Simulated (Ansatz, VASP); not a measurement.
# GaSb: VASP beside Ansatz, part 2 of 2

Wanted: the spread between two codes on one cell, functional and k mesh.

VASP 6.6.1 and Ansatz 0.2.0.

So far: The structure; Ansatz: band structure, HSE06; VASP: band structure, HSE06.

The database entry behind the starting cell differs from later determinations by our own check (about 0.4 % long), so it need not match the best structure at ambient conditions.

## (3) VASP: band structure, HSE06 (continued)

Level of this step: HSE06; plane waves and PAW (Sb, Ga_d) (VASP).

Numbers of over 12 decimals in the logs are rounded to 6 here.

From OUTCAR (step 3):

```text
ion  position               nearest neighbor table
   1  0.750  0.750  0.750-   2 2.65   2 2.65   2 2.65   2 2.65
   2  0.000  0.000  0.000-   1 2.65   1 2.65   1 2.65   1 2.65

  LATTYP: Found a face centered cubic cell.
 ALAT       =     6.1180000000

 Subroutine GETGRP returns: Found 24 space group operations
 (whereof 24 operations were pure point group operations)

The static configuration has the point symmetry T_d .

 Found      8 irreducible k-points:

   k-points           NKPTS =      8   k-points in BZ     NKDIM =     64   number of bands    NBANDS=     15

   dimension x,y,z NGX =    28 NGY =   28 NGZ =   28
   dimension x,y,z NGXF=    56 NGYF=   56 NGZF=   56

   ENCUT  =  350.0 eV  25.72 Ry    5.07 a.u.   6.60  6.60  6.60*2*pi/ulx,y,z

   NELECT =      18.0000    total number of electrons

 k-points in reciprocal lattice and weights: Automatic mesh
   0.00000000  0.00000000  0.00000000       0.016
   0.25000000  0.00000000  0.00000000       0.125
   0.50000000  0.00000000  0.00000000       0.062
   0.25000000  0.25000000  0.00000000       0.094
   0.50000000  0.25000000  0.00000000       0.375
  -0.25000000  0.25000000  0.00000000       0.188
   0.50000000  0.50000000  0.00000000       0.047
  -0.25000000  0.50000000  0.25000000       0.094

  exchange ACFDT corr.  =         0.00000000  see jH, gK, PRB 81, 115126

 average (electrostatic) potential at core
       1 -83.6812       2 -58.7464

 E-fermi :   4.6317

 k-point     1 :       0.0000    0.0000    0.0000
  band No.  band energies     occupation
    ...
      5     -13.1421      2.00000
      6      -8.0676      2.00000
      7       4.4681      2.00000
      8       4.4681      2.00000
      9       4.4681      2.00000
     10       5.3860      0.00000
     11       7.9794      0.00000
     12       7.9794      0.00000
     13       7.9794      0.00000
     14      11.1846      0.00000
    ...

 k-point     2 :       0.2500    0.0000    0.0000
  band No.  band energies     occupation
    ...
      5     -13.1424      2.00000
      6      -7.3903      2.00000
      7       0.2322      2.00000
      8       3.7283      2.00000
      9       3.7283      2.00000
     10       6.0221      0.00000
     11       8.8905      0.00000
     12       8.8905      0.00000
     13      10.6016      0.00000
     14      12.5894      0.00000
    ...

 k-point     3 :       0.5000    0.0000    0.0000
  band No.  band energies     occupation
    ...
      5     -13.1421      2.00000
      6      -6.2668      2.00000
      7      -2.4206      2.00000
      8       3.2289      2.00000
      9       3.2289      2.00000
     10       5.5867      0.00000
     11       8.9805      0.00000
     12       8.9805      0.00000
     13      11.8158      0.00000
     14      14.9231      0.00000
    ...

  energy-cutoff  :      350.00
  volume of cell :       57.25
      direct lattice vectors                 reciprocal lattice vectors
     0.000000000  3.059000000  3.059000000    -0.163452109  0.163452109  0.163452109
     3.059000000  0.000000000  3.059000000     0.163452109 -0.163452109  0.163452109
     3.059000000  3.059000000  0.000000000     0.163452109  0.163452109 -0.163452109

 POSITION                                       TOTAL-FORCE (eV/Angst)
 -----------------------------------------------------------------------------------
      4.58850      4.58850      4.58850        -0.000000      0.000000     -0.000000
      0.00000      0.00000      0.00000         0.000000     -0.000000      0.000000
 -----------------------------------------------------------------------------------
    total drift:                               -0.000016     -0.000029     -0.000024

  FREE ENERGIE OF THE ION-ELECTRON SYSTEM (eV)
  ---------------------------------------------------
  free  energy   TOTEN  =        -8.8064599415 eV

  energy  without entropy=       -8.8064599415  energy(sigma->0) =       -8.80645994

 total charge
# of ion       s       p       d       tot
------------------------------------------
    1        1.124   1.582   0.029   2.735
    2        0.844   0.775   9.978  11.596
--------------------------------------------------
tot          1.968   2.357  10.006  14.331

[... 3 further parts left out ...]
```

## (4) Comparison

Known differences besides the PAW data sets themselves: exact exchange at q = 0 is treated differently, which shows on coarse meshes; VASP keeps PBE cores, Ansatz makes them for the functional; the data sets hold 28 valence electrons in Ansatz (default PAW (the set named soft_2) files) and 18 in VASP; the cutoff is 420 eV in Ansatz and 350 eV in VASP; VASP takes a coarser grid for exact exchange (PRECFOCK = Fast). Total energies have different zeros and are not compared.

The two programs side by side:

| quantity | Ansatz | VASP | difference |
| --- | --- | --- | --- |
| gap over the path points (eV) | 0.899 | 0.917 | -0.019 |

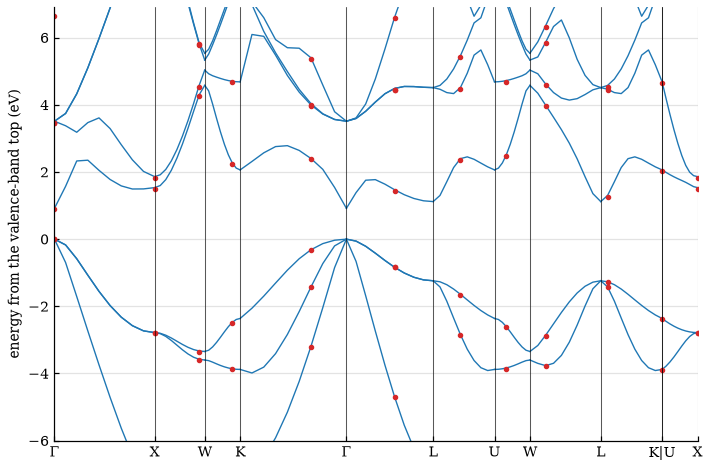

Bands from VASP (lines) and levels from Ansatz (dots). Dots without a line are higher empty bands that the VASP plot leaves out.

Levels at points of the path, from each program's valence-band top (eV; 3 filled, then empty):

| k (reciprocal lattice) | Ansatz | VASP |
| --- | --- | --- |
| 0.000 0.000 0.000 | 0.00 0.00 0.00 0.90 3.47 3.47 | 0.00 0.00 0.00 0.92 3.51 3.51 |
| 0.500 0.000 0.500 | -7.39 -2.79 -2.79 1.49 1.81 9.93 | -7.37 -2.78 -2.78 1.53 1.86 9.94 |
| 0.500 0.222 0.722 | -7.24 -3.59 -3.35 4.27 4.54 5.78 | -7.22 -3.58 -3.33 4.30 4.58 5.81 |
| 0.403 0.347 0.750 | -7.18 -3.88 -2.49 2.23 4.67 7.34 | -7.17 -3.86 -2.48 2.27 4.70 7.35 |
| 0.125 0.125 0.250 | -3.20 -1.44 -0.32 2.38 3.96 4.00 | -3.19 -1.42 -0.32 2.40 4.00 4.03 |
| 0.278 0.278 0.278 | -4.71 -0.84 -0.84 1.44 4.45 4.45 | -4.70 -0.84 -0.84 1.47 4.49 4.49 |
| 0.556 0.389 0.556 | -6.86 -2.86 -1.65 2.36 4.48 5.43 | -6.84 -2.84 -1.64 2.40 4.51 5.46 |
| 0.583 0.250 0.667 | -7.19 -3.85 -2.62 2.47 4.69 7.02 | -7.17 -3.84 -2.61 2.51 4.72 7.04 |
| 0.500 0.306 0.694 | -7.08 -3.78 -2.87 3.96 4.58 5.84 | -7.06 -3.77 -2.86 3.99 4.62 5.86 |
| 0.486 0.486 0.528 | -6.90 -1.43 -1.28 1.27 4.43 4.54 | -6.88 -1.42 -1.27 1.30 4.46 4.58 |

Among the levels compared (up to four filled and three empty ones at each point), filled levels agree within 21 meV and empty ones within 51 meV.

## (5) What came out

```
difference in gap over the path points (band structure, HSE06) : -0.019 eV
```

In words: The difference in gap over the path points is -0.019 eV (band structure, HSE06), within the 0.08 eV picked in this series as the mark of a large difference. Differences of this kind measure data sets and numerical settings, not the functional's error against experiment.

[Lines on the potential files, build, host, timing and source positions are cut from VASP's logs without a mark.]

[Logs are printed without paths, hosts, clocks, repeated set-up lines and the standing remarks that a program may print on its own settings, such as how far it seeks lower states.]

[Hosts, paths, dates, database ids (printed as entryN), source tags and the programs' standing remarks are cut or masked in the printed files.]
